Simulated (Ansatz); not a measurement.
# Preparing K2MoO4 (C2/m) as a host crystal

Aim: the runs on the perfect crystal K2MoO4 (C2/m) that a defect calculation needs first.

Program: Ansatz 0.2.0. Level of theory: plane-wave PAW DFT, PBEsol; relaxation of the host's cell and atoms, in the first sound run; inputs show where later runs differ. Results are calculated unless marked as measured.

### Step 1. The structure

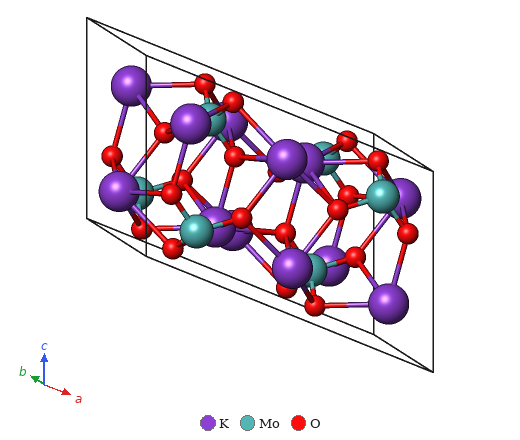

The starting structure, seen slightly off an axis (potassium purple, molybdenum teal, oxygen red). This picture shows the conventional cell, with its axes. Some periodic images of atoms are drawn too.

### Step 2. Host cell relaxation

Cell and atoms are relaxed together, until forces and stress fall under their thresholds.

The input, cell/input.yaml:

```yaml
crystal:
  lattice:
    - [6.1692698, -3.0191839, 0.0]
    - [6.1692698, 3.0191839, 0.0]
    - [-3.2429558, 0.0, 6.7702858]
  atoms:
    - { symbol: K, position: [0.49067061, 0.49067061, 0.76537788] }
    - { symbol: K, position: [0.50932939, 0.50932939, 0.23462212] }
    - { symbol: K, position: [0.84479512, 0.84479512, 0.25107818] }
    - { symbol: K, position: [0.15520488, 0.15520488, 0.74892182] }
    - { symbol: Mo, position: [0.82429602, 0.82429602, 0.77403426] }
    - { symbol: Mo, position: [0.17570398, 0.17570398, 0.22596574] }
    - { symbol: O, position: [0.09630325, 0.61883502, 0.92456619] }
    - { symbol: O, position: [0.38116498, 0.90369675, 0.07543381] }
    - { symbol: O, position: [0.90369675, 0.38116498, 0.07543381] }
    - { symbol: O, position: [0.61883502, 0.09630325, 0.92456619] }
    - { symbol: O, position: [0.08794494, 0.08794494, 0.36048132] }
    - { symbol: O, position: [0.91205506, 0.91205506, 0.63951868] }
    - { symbol: O, position: [0.66786836, 0.66786836, 0.6178855] }
    - { symbol: O, position: [0.33213164, 0.33213164, 0.3821145] }
basis:
  ecutwfc: 420
  xc_grid: 2
hamiltonian:
  xc: pbesol
kpoints:
  mp_grid: { grid: [5, 5, 4] }
scf:
  occupations: { method: fixed }
  max_iter: 100
relax:
  f_tol: 0.005
  max_steps: 60
  cell: {}
output:
  forces: true
  stress: true
checkpoint:
  write: "../cell.run"
  compress: false
  write_wavefunctions: false
  write_every: 100000
```

Launch:

```bash
ansatz run input.yaml --threads 4 --pin off --max-ram 14131MiB --backend cpu --events-out ev --progress --plain --runs-dir out
```

Numbers of over 12 decimals in the logs are rounded to 6 here.

Output:

```text
[... repeated set-up lines and file paths are left out, and long positions are rounded to six places ...]
Engine: ansatz 0.2.0, aarch64-unknown-linux-gnu
Pseudopotentials: kind: paw
Pseudopotential: K, paw, valence charge 9, recommended cutoff 420 eV (normal), K.paw.azcp
Pseudopotential: Mo, paw, valence charge 14, recommended cutoff 420 eV (normal), Mo.paw.azcp
Pseudopotential: O, paw, valence charge 6, recommended cutoff 420 eV (normal), O.paw.azcp
Functional definition: PBEsol
  exchange = pbesol_x
  correlation = pbesol_c
Crystal: 14 atoms, lattice volume = 252.209 Å³
Basis set: ecut = 420 eV, 4937 PW (Γ), exchange–correlation on 96×96×108 points (8 copies of the dense FFT grid, shifted against one another)
Bands: 70, of which v1, the nominal top of the filled ones, is band 56 counted from 1 (55 counted from 0)
Symmetry: 4 space group operations
Space group: C2/m (ITA 12), of the structure as read, at distance tolerance 6.3e-5 Å
k-points: 33 of 100
Non-local potential: K, projectors of the file, l = 0: 3, l = 1: 2, l = 2: 2
Non-local potential: Mo, projectors of the file, l = 0: 3, l = 1: 2, l = 2: 2, l = 3: 1
Non-local potential: O, projectors of the file, l = 0: 2, l = 1: 2, l = 2: 1
PAW form: soft (Blöchl's): semilocal exchange-correlation on the pseudo side does not see the compensation charge
PAW frozen core: K, regenerated for the run's functional, and the local potential with it (the file was generated under x = pbe(κ = 0.804, μ = 0.219515), c = pbe(β = 0.066725))
PAW frozen core: Mo, regenerated for the run's functional, and the local potential with it (the file was generated under x = pbe(κ = 0.804, μ = 0.219515), c = pbe(β = 0.066725))
PAW frozen core: O, regenerated for the run's functional, and the local potential with it (the file was generated under x = pbe(κ = 0.804, μ = 0.219515), c = pbe(β = 0.066725))
PAW one-centre angular grid: K, 110 points (default); XC on 64 Gauss nodes
PAW one-centre angular grid: Mo, 590 points (default); XC on 64 Gauss nodes
PAW one-centre angular grid: O, 110 points (default); XC on 64 Gauss nodes
Initial density: superposition of atomic densities (neutral atoms: chi_scale 0, normalization atom), corrected by the library's trained network
Initial wavefunctions: pseudopotential atomic-orbital guess
Functional: x = pbesol(κ = 0.804, μ = 0.123457), c = pbesol(β = 0.046)
SCF iter   1: F=—  HF=-20355.361717 eV  |F-HF|=—  |Δ(HF+E_count)|=         —  Δρ=1.13e-2  dr2=2.85e-1  ethr=1.77e-3  ⟨swp⟩=4.8  Hψ=7645  notcnv=0  defer=362
preconditioner: auto → Resta (q_TF=auto, 2.383 Å⁻¹)  ε∞=3.9  [insulator: Δε(μ)=4.249 eV  Ē_g=12.835 eV  n_scr=60 (ndim 8)  ℏωp=21.9 eV  f_vac=0.110  ε∞_Penn≈3.9]
SCF iter   2: F=—  HF=-20355.316822 eV  |F-HF|=—  |Δ(HF+E_count)|=   4.49e-2  Δρ=5.42e-3  dr2=9.17e-2  ethr=2.55e-4  ⟨swp⟩=2.0  Hψ=4108  notcnv=0  defer=349
SCF iter   3: F=—  HF=-20355.300911 eV  |F-HF|=—  |Δ(HF+E_count)|=   1.59e-2  Δρ=1.24e-3  dr2=3.72e-3  ethr=8.19e-5  ⟨swp⟩=2.0  Hψ=2853  notcnv=0  defer=288
automatic band count: iteration 3 solves 67 bands in place of 70: the levels show a gap, and the empty bands left out lie too high to hold charge; the band table lists the bands solved (type scf.n_extra_bands for more)
SCF iter   4: F=—  HF=-20355.300574 eV  |F-HF|=—  |Δ(HF+E_count)|=   3.38e-4  Δρ=3.64e-4  dr2=2.70e-4  ethr=3.32e-6  ⟨swp⟩=3.0  Hψ=3897  notcnv=0  defer=297
SCF iter   5: F=—  HF=-20355.300717 eV  |F-HF|=—  |Δ(HF+E_count)|=   1.44e-4  Δρ=1.06e-4  dr2=3.19e-5  ethr=2.41e-7  ⟨swp⟩=2.1  Hψ=2935  notcnv=0  defer=231
SCF iter   6: F=—  HF=-20355.300855 eV  |F-HF|=—  |Δ(HF+E_count)|=   1.37e-4  Δρ=9.69e-5  dr2=2.40e-5  ethr=2.84e-8  ⟨swp⟩=2.0  Hψ=3462  notcnv=0  defer=225
SCF iter   7: F=—  HF=-20355.300855 eV  |F-HF|=—  |Δ(HF+E_count)|=   1.25e-7  Δρ=2.99e-5  dr2=2.36e-6  ethr=2.15e-8  ⟨swp⟩=2.0  Hψ=2480  notcnv=0  defer=225
SCF iter   8: F=—  HF=-20355.300856 eV  |F-HF|=—  |Δ(HF+E_count)|=   1.44e-6  Δρ=8.04e-6  dr2=1.85e-7  ethr=2.11e-9  ⟨swp⟩=2.0  Hψ=2784  notcnv=0  defer=225
SCF iter   9: F=-20355.300857 eV  HF=-20355.300857 eV  |F-HF|=7.37e-8  |Δ(HF+E_count)|=   1.55e-7  Δρ=6.07e-6  dr2=9.28e-8  ethr=8.93e-11  ⟨swp⟩=4.0  Hψ=7289  notcnv=0
SCF 1 converged in 9 iterations: F = -20355.300857 eV  dr2 = 9.28e-8
  greatest PAW one-centre occupation: 0.999 electrons in one spin orbital (limit 2), on the Mo atom at site 5 (counted from 0), in its partial waves of l = 0
relax step   1: F+E_penalty+E_count = -20355.30085652 eV  Δ(F+E_penalty+E_count) = +0.000e0 eV  max|allowed force component| = 1.126e-1 eV/Å  Δτ_max = 0.0000 Å  P = +0.161 GPa  Ω = 252.209 Å³  (9 SCF iters, dr2 threshold 1.00e-7 eV, accepted)
[... the SCF cycles and remarks between the steps are left out from here to the last step ...]
relax step   2: F+E_penalty+E_count = -20355.30336673 eV  Δ(F+E_penalty+E_count) = -2.510e-3 eV  max|allowed force component| = 5.895e-2 eV/Å  Δτ_max = 0.0463 Å  P = +0.174 GPa  Ω = 250.022 Å³  energy of the carried Pulay correction = +5.458e-3 eV  (7 SCF iters, dr2 threshold 7.92e-7 eV, rejected (line search))
relax step   3: F+E_penalty+E_count = -20355.30658516 eV  Δ(F+E_penalty+E_count) = -5.729e-3 eV  max|allowed force component| = 2.806e-2 eV/Å  Δτ_max = 0.0173 Å  P = +0.038 GPa  Ω = 251.276 Å³  energy of the carried Pulay correction = +2.322e-3 eV  (12 SCF iters, accepted)
relax step   4: F+E_penalty+E_count = -20355.30653801 eV  Δ(F+E_penalty+E_count) = +4.715e-5 eV  max|allowed force component| = 1.038e-2 eV/Å  Δτ_max = 0.0022 Å  P = -0.002 GPa  Ω = 251.347 Å³  energy of the carried Pulay correction = +2.144e-3 eV  (5 SCF iters, dr2 threshold 4.92e-8 eV, accepted)
relax step   5: F+E_penalty+E_count = -20355.30647301 eV  Δ(F+E_penalty+E_count) = +6.499e-5 eV  max|allowed force component| = 9.095e-3 eV/Å  Δτ_max = 0.0027 Å  P = +0.005 GPa  Ω = 251.388 Å³  energy of the carried Pulay correction = +2.043e-3 eV  (7 SCF iters, dr2 threshold 6.74e-9 eV, accepted)
relax step   6: F+E_penalty+E_count = -20355.30646363 eV  Δ(F+E_penalty+E_count) = +9.384e-6 eV  max|allowed force component| = 3.256e-3 eV/Å  Δτ_max = 0.0017 Å  P = -0.000 GPa  Ω = 251.395 Å³  energy of the carried Pulay correction = +2.026e-3 eV  (7 SCF iters, dr2 threshold 5.17e-9 eV, accepted)
Initial wavefunctions: pseudopotential atomic-orbital guess (no wavefunctions were taken with the density)
iter 1 solved again at ethr=1.61e-7 eV; its pass at ethr=3.10e-3 eV (dr2=1.80e-4 eV) is discarded
SCF iter   1: F=—  HF=-20355.304426 eV  |F-HF|=—  |Δ(HF+E_count)|=         —  Δρ=4.11e-5  dr2=4.79e-7  ethr=1.61e-7  ⟨swp⟩=3.0  Hψ=12872  notcnv=0  defer=396
SCF iter   2: F=—  HF=-20355.304573 eV  |F-HF|=—  |Δ(HF+E_count)|=   1.47e-4  Δρ=2.10e-5  dr2=2.36e-7  ethr=4.28e-10  ⟨swp⟩=2.0  Hψ=3768  notcnv=0  defer=333
SCF iter   3: F=—  HF=-20355.304578 eV  |F-HF|=—  |Δ(HF+E_count)|=   4.29e-6  Δρ=1.02e-5  dr2=9.21e-8  ethr=2.11e-10  ⟨swp⟩=2.0  Hψ=3225  notcnv=0  defer=333
SCF iter   4: F=—  HF=-20355.304579 eV  |F-HF|=—  |Δ(HF+E_count)|=   9.37e-7  Δρ=1.07e-6  dr2=2.18e-9  ethr=8.22e-11  ⟨swp⟩=2.0  Hψ=2656  notcnv=0  defer=333
SCF iter   5: F=—  HF=-20355.304579 eV  |F-HF|=—  |Δ(HF+E_count)|=   3.87e-9  Δρ=2.74e-7  dr2=1.67e-10  ethr=1.94e-12  ⟨swp⟩=2.0  Hψ=3312  notcnv=0  defer=333
SCF iter   6: F=-20355.304579 eV  HF=-20355.304579 eV  |F-HF|=6.18e-11  |Δ(HF+E_count)|=  5.46e-11  Δρ=1.64e-7  dr2=7.50e-11  ethr=1.00e-12  ⟨swp⟩=4.0  Hψ=6778  notcnv=0
SCF 7 converged in 6 iterations: F = -20355.304579 eV  dr2 = 7.50e-11
relax step   7: F+E_penalty+E_count = -20355.30457866 eV  Δ(F+E_penalty+E_count) = +1.885e-3 eV  max|allowed force component| = 3.259e-3 eV/Å  Δτ_max = 0.0000 Å  P = -0.013 GPa  Ω = 251.395 Å³  stress off target by 3.16e-2 GPa  SCF on the basis re-selected at this cell (its energy is not comparable with the rows above)  (6 SCF iters)
basis re-selected at this cell: Δ(F+E_penalty+E_count) = +1.885e-3 eV, ΔP = -0.013 GPa vs the last step (what re-selecting the basis moved, of the pressure what is left beyond the Pulay correction that the steps carried, after the strain that the cell walked [...]
SCF converged after 6 iterations
Free energy (F): -20355.304579 eV
Harris-Foulkes:  -20355.304579 eV  (|F-HF|=6.18e-11)
Internal energy: -20355.304579 eV  (E = F + TS)
E sigma→0 (E₀):  -20355.304579 eV
Fermi energy:    3.535569 eV
--- Per-component energies (eV) ---
  E_band       = -1061.107939
  E_kinetic    = 3286.036128
  E_local      = -9085.389528  (includes V_loc(G=0)·N_el)
  E_nonlocal   = 725.912487
  E_hartree    = 3277.763539
  E_xc         = -1478.041122
  E_vxc        = -1854.255681  (∫ρ·V_xc dr)
  E_paw        = -10549.795357  (= ΣΔE_a)
  E_vpaw       = -688.958055  (= ΣTr[D̂ρ^β])
  E_aug_tail   = 0.019659  (compensation charges beyond the density's cutoff)
  E_ewald      = -6532.942827
  E_core_change = 1.132443  (= ΣΔE_core)
  E_smearing   = -0.000000  (= −TS)
  E_closure    = -0.000000  (closes the sum)
  Σ components = -20355.304579   (vs F -20355.304579, Δ=0.00e0)
--- Forces (eV/Å), atoms counted from 1 ---
  atom   1  K     -0.00030879    -0.00000000     0.00034884
  atom   2  K      0.00030879     0.00000000    -0.00034884
  atom   3  K      0.00024907    -0.00000000    -0.00066376
  atom   4  K     -0.00024907     0.00000000     0.00066376
  atom   5  Mo     0.00039359    -0.00000000     0.00325856
  atom   6  Mo    -0.00039359     0.00000000    -0.00325856
  atom   7  O      0.00003893     0.00037117    -0.00069742
  atom   8  O     -0.00003893     0.00037117     0.00069742
  atom   9  O     -0.00003893    -0.00037117     0.00069742
  atom  10  O      0.00003893    -0.00037117    -0.00069742
  atom  11  O     -0.00001337     0.00000000     0.00034361
  atom  12  O      0.00001337    -0.00000000    -0.00034361
  atom  13  O     -0.00064567     0.00000000    -0.00091636
  atom  14  O      0.00064567    -0.00000000     0.00091636
  max |Σ_I F_I| component: 1.08e-19 eV/Å
--- Stress (GPa, compression-positive) ---
       -0.023995       0.000000      -0.009566
        0.000000       0.003869      -0.000000
       -0.009566      -0.000000      -0.019528
  P = ⅓ Tr σ = -0.0132 GPa (-0.132 kbar)
--- Relaxed structure (6 steps of the walk, 5 accepted, 1 SCFs on fresh bases) ---
  F+E_penalty+E_count = -20355.30457866 eV   max|allowed force component| = 3.259e-3 eV/Å   (the final SCF, on the basis selected at the relaxed cell)
  cell:  # Å, volume = 251.3946 Å³
    - [6.145814, -3.027952, -0.011057]
    - [6.145814, 3.027952, -0.011057]
    - [-3.242760, 0.0, 6.760402]
  atoms:
    - { symbol: K, position: [0.489615, 0.489615, 0.764847] }
    - { symbol: K, position: [0.510385, 0.510385, 0.235153] }
    - { symbol: K, position: [0.843594, 0.843594, 0.251038] }
    - { symbol: K, position: [0.156406, 0.156406, 0.748962] }
    - { symbol: Mo, position: [0.824371, 0.824371, 0.774465] }
    - { symbol: Mo, position: [0.175629, 0.175629, 0.225535] }
    - { symbol: O, position: [0.096607, 0.619223, 0.925331] }
    - { symbol: O, position: [0.380777, 0.903393, 0.074669] }
    - { symbol: O, position: [0.903393, 0.380777, 0.074669] }
    - { symbol: O, position: [0.619223, 0.096607, 0.925331] }
    - { symbol: O, position: [0.088107, 0.088107, 0.361238] }
    - { symbol: O, position: [0.911893, 0.911893, 0.638762] }
    - { symbol: O, position: [0.667051, 0.667051, 0.617747] }
    - { symbol: O, position: [0.332949, 0.332949, 0.382253] }
```

Run time: 40 s. Hardware: 4 threads of Arm Neoverse V2, shared host; peak memory 0.96 GiB; 2.6 min of CPU time.

Relaxation path:

```tsv
step	energy less that of the first step (eV)	largest force component (eV/Å)	pressure (GPa)	volume (Å³)
1	0.0000	0.1126	0.16	252.21
2	-0.0025	0.0589	0.17	250.02
3	-0.0057	0.0281	0.04	251.28
4	-0.0057	0.0104	0.00	251.35
5	-0.0056	0.0091	0.01	251.39
6	-0.0056	0.0033	0.00	251.39
7*	-0.0037	0.0033	-0.01	251.39
```

Relaxation steps marked * repeat the geometry before them on a plane-wave basis chosen anew for their cell, so energy and pressure can jump there. Relaxation step 2 was tried and not accepted.

Forces are held to the 4 operations that the run works with; a distortion that breaks them can't arise in this run.

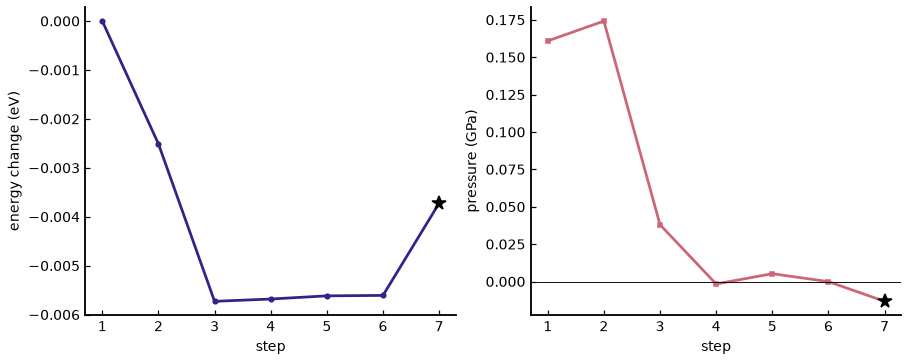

Energy and pressure along the relaxation. Stars mark steps on a basis chosen anew.

```tsv
cell as run	before	after	change
a (Å)	6.868	6.851	-0.3 %
b (Å)	6.868	6.851	-0.3 %
c (Å)	7.507	7.498	-0.1 %
α (°)	112.83	112.92	+0.1 %
β (°)	112.83	112.92	+0.1 %
γ (°)	52.15	52.46	+0.6 %
volume (Å³/atom)	18.01	17.96	-0.3 %
```

The atoms that moved most (Å, as changes of fractional coordinates times the final cell):

```tsv
atom	dx	dy	dz	length
K4	0.015	0.000	0.000	0.015
K3	-0.015	0.000	0.000	0.015
K2	0.011	0.000	0.004	0.012
K1	-0.011	0.000	-0.004	0.012
O14	0.010	0.000	0.001	0.010
O13	-0.010	0.000	-0.001	0.010
O8	-0.002	0.000	-0.005	0.005
O9	-0.002	0.000	-0.005	0.005
```

Numbers from this step:

```
pressure : -0.01322 GPa
```

The relaxation ends with a largest force component of 0.0033 eV/Å and a pressure of -0.01 GPa.

(Part 1 of 4 ends here.)

[Logs are printed without paths, hosts, clocks, repeated set-up lines and the standing remarks that a program may print on its own settings, such as how far it seeks lower states.]

[Hosts, paths, dates, database ids (printed as entryN), source tags and the programs' standing remarks are cut or masked in the printed files.]

[Runs of the host that timed out are not shown.]

[For some hosts the program warned that the k-mesh of the response run may be too coarse for force constants and the static dielectric constant; such warnings are not always shown.]
